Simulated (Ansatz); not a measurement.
# Kohn anomalies in NbRu (Pm-3m)

Does NbRu (Pm-3m) have a Kohn anomaly or a soft branch that a wide smearing hides? The first relaxation steps of the session are not shown, so no cell shown is the starting entry, unless a step says so.

Program: Ansatz 0.2.0. Level of theory: DFT PBEsol, scalar-relativistic, plane waves, PAW. Results are calculated unless marked as measured.

## (1) The cell after earlier relaxation steps

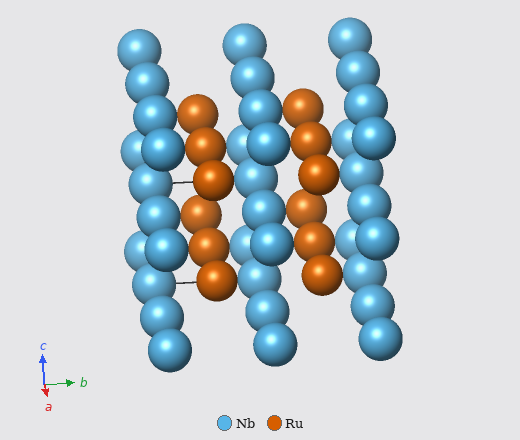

The cell as given, slightly off an axis (niobium blue, ruthenium orange). 3×2×2 cells are drawn. Some periodic images of atoms are drawn too.

## (2) Relaxing cell and atoms

The structure is brought to rest under this functional. Earlier relaxation steps are not shown.

Input file input.yaml:

```yaml
crystal:
  lattice:
    - [3.1422975628, 0.0, 0.0]
    - [0.0, 3.1422975628, 0.0]
    - [0.0, 0.0, 3.1422975628]
  atoms:
    - { symbol: Nb, position: [0.0, 0.0, 0.0] }
    - { symbol: Ru, position: [0.5, 0.5, 0.5] }
kpoints:
  mp_grid: { grid: [10, 10, 10] }
hamiltonian:
  xc: pbesol
scf:
  occupations: { method: gaussian, width: 0.1 }
output:
  forces: true
  stress: true
  eigenvalues: true
relax:
  adjacent_minimum: "off"
  f_tol: 0.005
  max_steps: 80
  cell: { stress_tol: 0.05 }
```

Started as:

```sh
> ansatz run input.yaml --threads 4 --pin off --max-ram 8192MiB --backend cpu --events-out ev --progress --plain --runs-dir out
```

Planned after this: wavevectors along a line: Fermi–Dirac smearing of 0.1 eV; wavevectors along a line: Fermi–Dirac smearing of 0.25 eV; phonons along a line: Fermi–Dirac smearing of 0.04 eV; wavevectors along a line: Methfessel–Paxton smearing of 0.2 eV; smearing and the soft branch.

What does the calculation give for the lowest branch at the last solved point, Fermi–Dirac 0.1 eV; lowest branch at the last solved point, Fermi–Dirac 0.25 eV; and lowest branch at the last solved point, Fermi–Dirac 0.04 eV?

A branch softens as the smearing narrows, the mark of a Kohn anomaly. The line holds 5 wavevectors, so a narrow dip between them would be missed. Between Fermi–Dirac 0.25 eV and Fermi–Dirac 0.04 eV the largest change, with modes counted by rank of frequency, is in mode 1 at |q| = 0.875 Å⁻¹, from 106 to -35.0 cm⁻¹, a softening that marks strong screening by the Fermi surface at that wavevector. Where branches cross, a count by rank can hide a softening. The wide smearing hides an instability that the narrow one shows, as in charge-density-wave metals above and below their transition.

| Quantity | Value |
| --- | --- |
| phonon run of the rows without a label of their own | PBEsol, k 16×16×16 |
| lowest branch at the last solved point, Fermi–Dirac 0.1 eV | 60.6 cm⁻¹ at \|q\| = 0.875 Å⁻¹ |
| lowest branch at the last solved point, Fermi–Dirac 0.25 eV | 106 cm⁻¹ at \|q\| = 0.875 Å⁻¹ |
| lowest branch at the last solved point, Fermi–Dirac 0.04 eV | -35.0 cm⁻¹ at \|q\| = 0.875 Å⁻¹ |
| lowest branch at the last solved point, Methfessel–Paxton 0.2 eV | -42.7 cm⁻¹ at \|q\| = 0.875 Å⁻¹ |

At the narrowest width the k mesh may not resolve the Fermi surface, so part of the change can be mesh noise.

[Logs are printed without paths, hosts, clocks, repeated set-up lines and the standing remarks that a program may print on its own settings, such as how far it seeks lower states.]

[Hosts, paths, dates, database ids (printed as entryN), source tags and the programs' standing remarks are cut or masked in the printed files.]
